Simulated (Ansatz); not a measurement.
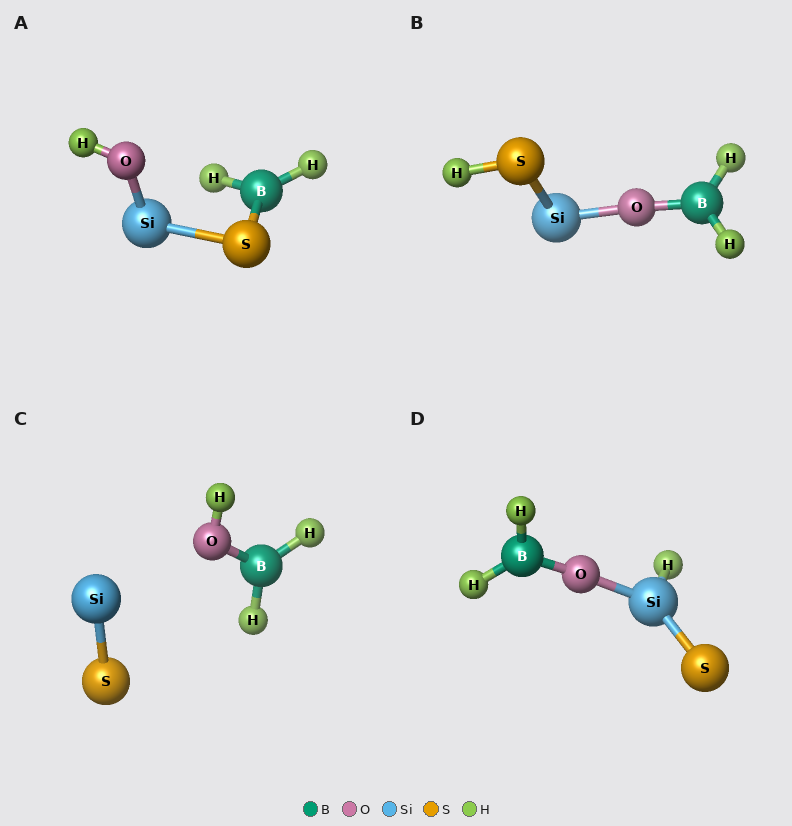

4 stationary structures of one formula. Geometries: PBE-D4/def2-SVP. Electronic energies: PBE-D4/def2-SVP (Ansatz 0.2.0), without zero-point energy. No frequency run is at hand to confirm each as a minimum. Each is one conformer, not always the lowest.

**Rank them by energy, lowest first.**

D is lowest; B lies 18.1 kJ/mol above it (Cs), A lies 72.0 kJ/mol above it (C1), C lies 91.1 kJ/mol above it.
